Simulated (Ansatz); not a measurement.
Input file:

```
crystal:
  periodic: [false, false, false]
  atoms:
    - {symbol: C, position_ang: [-1.338262, -0.318538, 0.516136]}
    - {symbol: C, position_ang: [1.076351, -0.524122, -1.945958]}
    - {symbol: Ga, position_ang: [-0.041365, 0.515193, -0.705242]}
    - {symbol: H, position_ang: [-1.117114, -0.035115, 1.559251]}
    - {symbol: H, position_ang: [-1.356028, -1.416790, 0.449038]}
    - {symbol: H, position_ang: [-2.353195, 0.059412, 0.304020]}
    - {symbol: H, position_ang: [0.107222, 2.083731, -0.691040]}
    - {symbol: H, position_ang: [2.144423, -0.330095, -1.748100]}
    - {symbol: H, position_ang: [0.902492, -1.608963, -1.884221]}
    - {symbol: H, position_ang: [0.892875, -0.199843, -2.984582]}
basis:
  gaussian:
    orbitals: def2-TZVPD
magnetization:
  spin_polarized: false
hamiltonian:
  xc: pbe0
output:
  forces: true
  orbitals: {seedname: orbitals}
```

Command:

```sh
ansatz run input.yaml --threads 2 --pin off --max-ram 4350MiB --events-out events.jsonl --progress --plain --runs-dir runs
```

Geometry: r2SCAN-D4/def2-SVP.

Computed with isolated molecule in a Gaussian basis; Kohn-Sham density functional theory, functional PBE0 in Ansatz 0.2.0.

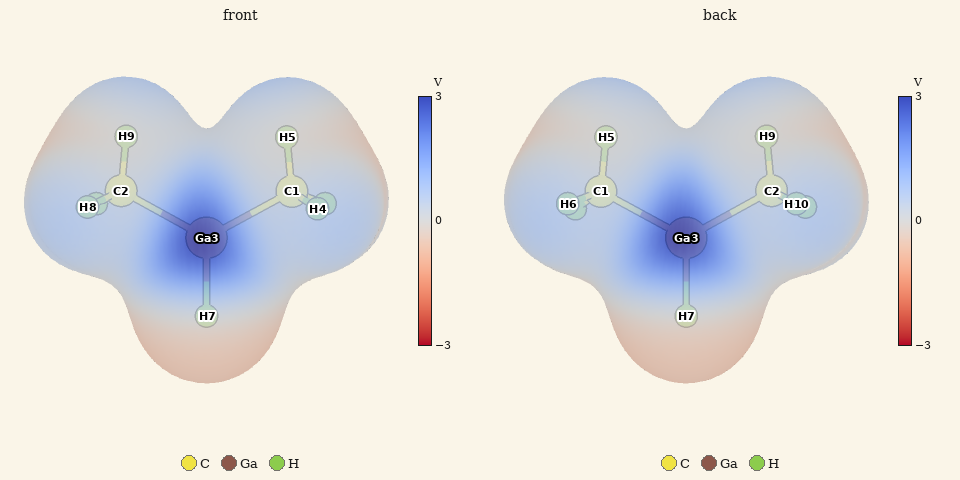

C$_{2}$H$_{7}$Ga (SMILES [CH3][GaH][CH3]). The electrostatic potential painted on the density surface at 0.002 e/bohr³, seen from the front and from behind; red is negative and blue positive.

Question: Which sites attract a positive test charge, and which a negative one?

Answer: A positive charge is drawn to the negative regions and a negative charge to the positive ones. The most negative region (about −0.6 V, or −14 kcal/mol for a unit charge) lies over H7, the most positive (about +2.8 V, or +65 kcal/mol for a unit charge) over Ga3.
